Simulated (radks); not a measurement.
Run report: Kr (charge +1.5), atomic calculation

System: Kr with charge +1.5 in the configuration [Ar] 3d10 4s2 4p4.5 (4p: 3 up, 1.5 down).
Method: scalar-relativistic Kohn-Sham, BLYP, spin-polarised, spherical densities, finite nucleus (the in-house radial solver radks).

### Key numbers

- outcome: converged
- total energy: −2789.7814 hartree
- kinetic energy: 2853.7427 hartree
- electron–nucleus energy: −6705.7953 hartree
- Hartree energy: 1158.6538 hartree
- exchange–correlation energy: −96.382590 hartree
- radius at density 0.001 e/bohr³: 3.61 bohr
- SCF iterations: 19
- hardware: 1 CPU thread, shared host

### Input
```
Z 36
configuration [Ar] 3d10 4s2 4p3 4p1.5
relativity scalar-relativistic
functional b88,lyp
spin polarised
nucleus finite rms 4.1884 fm
c 137.035999084
```

Energies in input and log are in hartree, lengths in bohr (the nuclear radius in fm).

### Log
```
1s      1   1.0000        -521.11803326
2s      1   1.0000         -69.21146171
2p      1   3.0000         -61.28601682
3s      1   1.0000         -10.36734393
3p      1   3.0000          -7.84456828
3d      1   5.0000          -3.66708179
4s      1   1.0000          -1.48329237
4p      1   3.0000          -0.93892116
1s      2   1.0000        -521.11345519
2s      2   1.0000         -69.20883883
2p      2   3.0000         -61.28166905
3s      2   1.0000         -10.36157553
3p      2   3.0000          -7.83813904
3d      2   5.0000          -3.65935186
4s      2   1.0000          -1.43407328
4p      2   1.5000          -0.89138344
Etot -2789.78140232003
Ekin 2853.7427293093765
Encl -6705.79530730519
Eh 1158.6537660358003
Exc -96.38259036001648
err 6.366057121420025e-09
it 19
```

### Orbitals

```csv
orbital,occupation,energy (eV),⟨r⟩ (bohr),outer maximum (bohr)
1s up,1,−14180.3,0.04149,0.0271
1s down,1,−14180.2,0.04149,0.0271
2s up,1,−1883.3,0.1835,0.154
2s down,1,−1883.3,0.1835,0.154
2p up,3,−1667.7,0.1601,0.123
2p down,3,−1667.6,0.1601,0.123
3s up,1,−282.110,0.5305,0.467
3s down,1,−281.953,0.5304,0.467
3p up,3,−213.462,0.5407,0.463
3p down,3,−213.287,0.5405,0.463
3d up,5,−99.786,0.5558,0.411
3d down,5,−99.576,0.5548,0.411
4s up,1,−40.362,1.517,1.32
4s down,1,−39.023,1.518,1.32
4p up,3,−25.549,1.776,1.50
4p down,1.5,−24.256,1.794,1.50
```

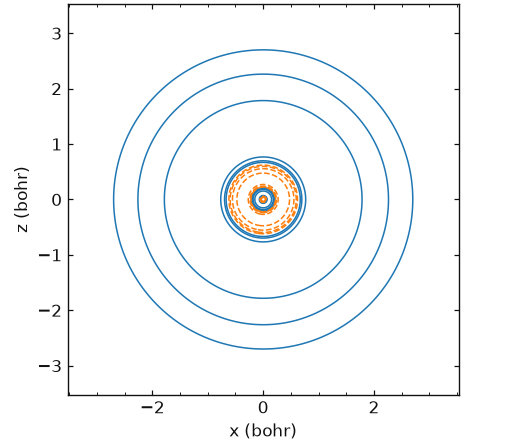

One occupied orbital of up spin is shown. In the xz plane through the nucleus, contours of ψ are drawn, solid for positive and dashed for negative values, each about twice the one before. The radial function comes from the spherical calculation and is multiplied by a real spherical harmonic; the overall sign is chosen so that the largest lobe of P(r) is positive; at the scalar-relativistic level it is the large component. It is 4s of up spin. It has no angular node and 3 radial nodes, at r = 0.0530, 0.216 and 0.643 bohr; only the outer 2 can be made out at this scale. The outermost maximum of P² lies at 1.32 bohr, ⟨r⟩ = 1.52 bohr, 90 % of the charge lies within 2.23 bohr, and the eigenvalue is −40.4 eV, with 1 electron in the shell for this spin.

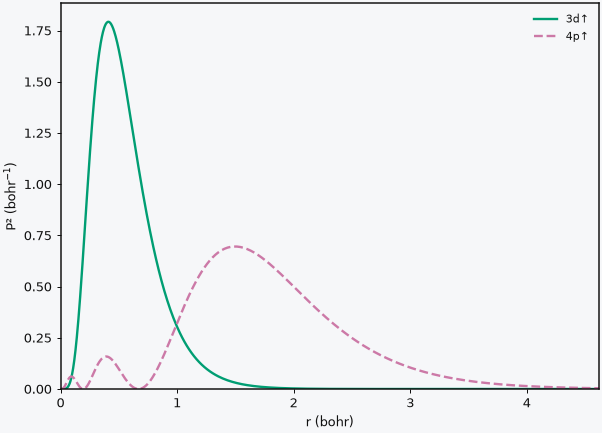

The radial probability densities P² of 3d up and 4p up. 3d up: outer maximum at 0.411 bohr, ⟨r⟩ = 0.556 bohr, 0 nodes, eigenvalue −99.8 eV; 4p up: outer maximum at 1.50 bohr, ⟨r⟩ = 1.78 bohr, 2 nodes, eigenvalue −25.5 eV.

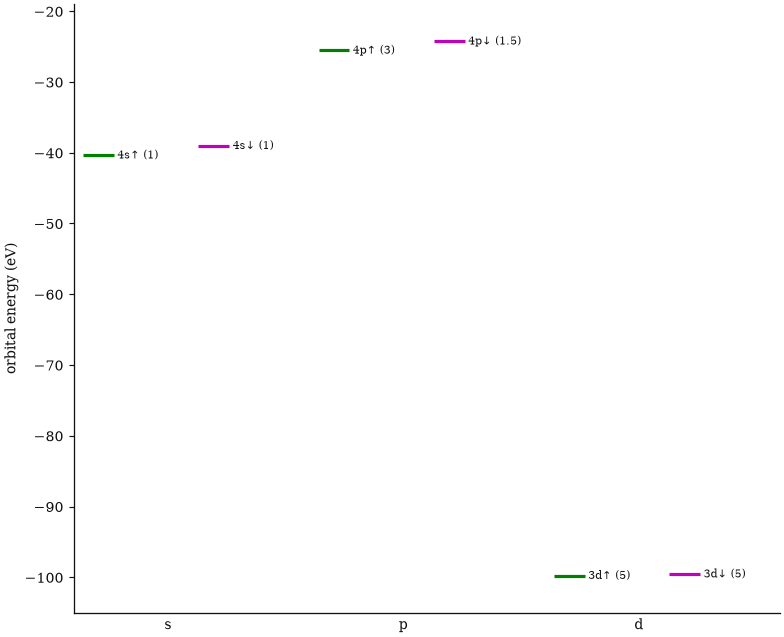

The outer levels are drawn by angular momentum (occupations in brackets, up spins at the left of each column and down spins at the right). The highest occupied level is 4p down at −24.3 eV. The highest 4 occupied levels, from the top down, are 4p down (−24.3 eV), 4p up (−25.5 eV), 4s down (−39.0 eV), 4s up (−40.4 eV). The largest exchange splitting (down less up) among the shells drawn in both spins is that of 4s, 1.34 eV.
